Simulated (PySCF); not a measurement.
**BH₂Br: a tour of settings**

Aim: see how BH₂Br (`BBr`) answers to the choice of functional, basis, grid and SCF options, and what happens with inputs that are wrong on purpose.

Computed with PySCF 2.14.0, with density-fitted response routines of our own, on a single molecule in the gas phase. Atoms are numbered from 0 throughout.

1 further run of the same task is left out (it didn't finish). Runs told in other sessions of the task aren't counted.

## 1. Starting geometry

4 atoms, charge 0, multiplicity 1; geometry from: GFN2-xTB.

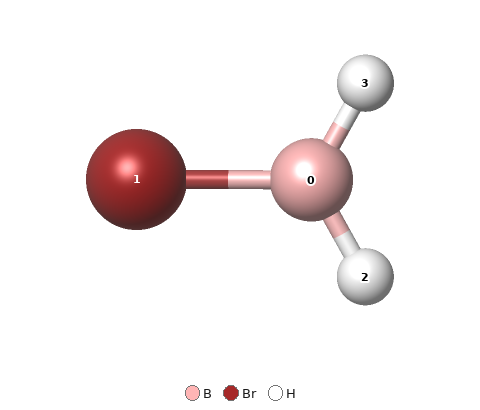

As it starts; boron pink, bromine red, hydrogen white, atoms numbered.

## 2. Indirect couplings: PBE0/def2-TZVPP

The job: settings as JSON, then the geometry in Å.

```
{"job": {"kind": "j", "xc": "PBE0", "basis": "def2-TZVPP"}, "charge": 0, "multiplicity": 1}
B     -0.170618     0.012710    -0.192147
Br     1.637831    -0.108947    -0.519325
H     -0.764052     0.926154    -0.617917
H     -0.692927    -0.825145     0.434896
```

With the program's defaults for keys left out, this is: PBE0/def2-TZVPP indirect spin-spin coupling, non-relativistic, gas phase.

Command:

```
$ OMP_NUM_THREADS=1 python probes_run.py task.json out
```

One launch serves the whole session: the jobs run in the order shown.

Log:

```text
coarse grid: 17456 points
cycle   1  E = -2599.8781799118  dE = -9.940e-01  |g| = 2.704e-01  |ddm| = 1.563e+00
cycle   2  E = -2599.8821629135  dE = -3.983e-03  |g| = 1.729e-01  |ddm| = 2.265e-01
cycle   3  E = -2599.8837082430  dE = -1.545e-03  |g| = 1.972e-02  |ddm| = 8.114e-02
cycle   4  E = -2599.8837629421  dE = -5.470e-05  |g| = 8.542e-03  |ddm| = 2.517e-02
cycle   5  E = -2599.8837832248  dE = -2.028e-05  |g| = 2.102e-03  |ddm| = 8.286e-03
cycle   6  E = -2599.8837845863  dE = -1.361e-06  |g| = 2.506e-04  |ddm| = 1.776e-03
final grid: 35032 points
cycle   7  E = -2599.8837877303  dE = -1.070e-08  |g| = 2.227e-04  |ddm| = 5.373e-04
cycle   8  E = -2599.8837877332  dE = -2.810e-09  |g| = 2.213e-04  |ddm| = 3.448e-04
cycle   9  E = -2599.8837877400  dE = -6.882e-09  |g| = 1.537e-05  |ddm| = 1.516e-04
cycle  10  E = -2599.8837877401  dE = -2.865e-11  |g| = 3.682e-06  |ddm| = 1.340e-05
converged SCF energy = -2599.8837877401

Indirect spin-spin couplings (Hz)
  i      j    bonds     total        FC       PSO       DSO        SD
  0 B    2 H    1    144.873   144.187    -1.234     0.931     0.988
  0 B    3 H    1    144.987   144.303    -1.235     0.931     0.988
  2 H    3 H    2      9.391     9.112     1.644    -1.686     0.321
```

It took 3.6 s on 1 thread of Arm Neoverse V1, shared host.

This basis has no tight s functions, so the Fermi-contact terms are rough.

Couplings of 1 Hz or more over one to four bonds, nine at most for each number, with means over like pairs (isotopes 11B, 1H):

| pair | bonds | J (Hz) | Fermi contact (Hz) |
| --- | --- | --- | --- |
| B0–H2 | 1 | 144.9 | 144.2 |
| H2–H3 | 2 | 9.4 | 9.1 |

The response was solved for the nuclei of B, H alone, so couplings that need other nuclei can be missing.

Quadrupole couplings from the field gradients of the same density:

```csv
atom,isotope,eQq/h (MHz),η
Br1,79Br,-260.5,0.89
B0,11B,5.006,0.57
```

## 3. Indirect couplings: KT3/6-31G*

The job: settings as JSON, then the geometry in Å.

```
{"job": {"kind": "j", "xc": "KT3", "basis": "6-31G*"}, "charge": 0, "multiplicity": 1}
B     -0.170618     0.012710    -0.192147
Br     1.637831    -0.108947    -0.519325
H     -0.764052     0.926154    -0.617917
H     -0.692927    -0.825145     0.434896
```

With the program's defaults for keys left out, this is: KT3/6-31G* indirect spin-spin coupling, non-relativistic, gas phase.

Log:

```text
coarse grid: 17456 points
cycle   1  E = -2609.5340374862  dE = -1.004e+00  |g| = 2.481e-01  |ddm| = 1.875e+00
cycle   2  E = -2609.5376199124  dE = -3.582e-03  |g| = 2.317e-01  |ddm| = 4.962e-01
cycle   3  E = -2609.5442083938  dE = -6.588e-03  |g| = 1.420e-02  |ddm| = 2.164e-01
cycle   4  E = -2609.5442657986  dE = -5.740e-05  |g| = 5.239e-03  |ddm| = 2.086e-02
cycle   5  E = -2609.5442732525  dE = -7.454e-06  |g| = 1.810e-03  |ddm| = 8.534e-03
final grid: 35032 points
cycle   6  E = -2609.5442568124  dE =  2.773e-06  |g| = 3.384e-03  |ddm| = 7.795e-03
cycle   7  E = -2609.5442473163  dE =  9.496e-06  |g| = 6.318e-03  |ddm| = 1.376e-02
cycle   8  E = -2609.5442608640  dE = -1.355e-05  |g| = 9.719e-05  |ddm| = 8.726e-03
cycle   9  E = -2609.5442608676  dE = -3.570e-09  |g| = 1.035e-05  |ddm| = 1.604e-04
cycle  10  E = -2609.5442608676  dE = -2.638e-11  |g| = 1.363e-06  |ddm| = 1.493e-05
converged SCF energy = -2609.5442608676

Indirect spin-spin couplings (Hz)
  i      j    bonds     total        FC       PSO       DSO        SD
  0 B    2 H    1    176.018   175.623    -1.355     0.995     0.756
  0 B    3 H    1    176.140   175.746    -1.356     0.995     0.755
  2 H    3 H    2     10.230    10.713     0.890    -1.590     0.217
```

Wall time 2.1 s (1 thread of Arm Neoverse V1, shared host).

The basis is not made for couplings: without tight functions at the nuclei these values are rough.

This run: J(B0,H2) 176.1 Hz, J(H2,H3) 10.2 Hz (means over like pairs).

## 4. Spin-spin couplings: PBE0/def2-TZVPP

The job: settings as JSON, then the geometry in Å.

```
{"job": {"kind": "j", "xc": "PBE0", "basis": "def2-TZVPP", "scf": {"aux": "def2-qzvpp-jkfit"}}, "charge": 0, "multiplicity": 1}
B     -0.170618     0.012710    -0.192147
Br     1.637831    -0.108947    -0.519325
H     -0.764052     0.926154    -0.617917
H     -0.692927    -0.825145     0.434896
```

With the program's defaults for keys left out, this is: PBE0/def2-TZVPP indirect spin-spin coupling, non-relativistic, gas phase.

Log:

```text
final grid: 35032 points
cycle   1  E = -2599.8781901730  dE = -9.940e-01  |g| = 2.704e-01  |ddm| = 1.562e+00
cycle   2  E = -2599.8821718677  dE = -3.982e-03  |g| = 1.729e-01  |ddm| = 2.265e-01
cycle   3  E = -2599.8837181490  dE = -1.546e-03  |g| = 1.976e-02  |ddm| = 8.117e-02
cycle   4  E = -2599.8837731356  dE = -5.499e-05  |g| = 8.558e-03  |ddm| = 2.522e-02
cycle   5  E = -2599.8837935215  dE = -2.039e-05  |g| = 2.101e-03  |ddm| = 8.294e-03
cycle   6  E = -2599.8837948802  dE = -1.359e-06  |g| = 2.506e-04  |ddm| = 1.776e-03
cycle   7  E = -2599.8837948988  dE = -1.859e-08  |g| = 2.605e-05  |ddm| = 3.062e-04
cycle   8  E = -2599.8837948991  dE = -2.592e-10  |g| = 3.609e-06  |ddm| = 3.009e-05
converged SCF energy = -2599.8837948991

Indirect spin-spin couplings (Hz)
  i      j    bonds     total        FC       PSO       DSO        SD
  0 B    2 H    1    144.890   144.205    -1.234     0.931     0.988
  0 B    3 H    1    145.004   144.321    -1.235     0.931     0.988
  2 H    3 H    2      9.394     9.115     1.644    -1.686     0.321
```

Wall time 3.3 s (1 thread of Arm Neoverse V1, shared host).

The basis is not made for couplings: without tight functions at the nuclei these values are rough.

This run: J(B0,H2) 144.9 Hz, J(H2,H3) 9.4 Hz (means over like pairs).

## 5. Indirect couplings: KT3/cc-pCVDZ

The job: settings as JSON, then the geometry in Å.

```
{"job": {"kind": "j", "xc": "KT3", "basis": "cc-pCVDZ", "scf": {"max_cycle": 83}}, "charge": -2, "multiplicity": 1}
B     -0.170618     0.012710    -0.192147
Br     1.637831    -0.108947    -0.519325
H     -0.764052     0.926154    -0.617917
H     -0.692927    -0.825145     0.434896
```

With the program's defaults for keys left out, this is: KT3/cc-pCVDZ.

Log:

```text
KeyError: 'Element br (Z=35) not found in basis cc-pCVDZ version 0'
```

Run time: 0.01 s. Hardware: 1 thread of Arm Neoverse V1, shared host.

Diagnosis: The basis cc-pCVDZ has no functions for an element of the molecule, so the input was refused before any integral. Besides, the charge was set to -2 in this input. Cure: choose a basis that covers all elements, and undo the other change.

## 6. Results

| quantity | value |
| --- | --- |
| largest coupling of the table (PBE0/def2-TZVPP) | ¹J(B,H) B0–H2, 144.9 Hz (mean over like pairs) |
| property runs in this session | 4, of which 1 failed and 0 gave unsound results |

In words: Single values in the summary come from the first sound run of each kind (PBE0/def2-TZVPP), which need not be the best level. In the run at PBE0/def2-TZVPP, the largest coupling of the table is B0–H2 (mean over like pairs), 144.9 Hz, of which the Fermi-contact term gives 144.2 Hz. Spin-orbit coupling is left out, which matters for shieldings and couplings at and beside the heavy atoms. Couplings from bases without tight functions are rough.
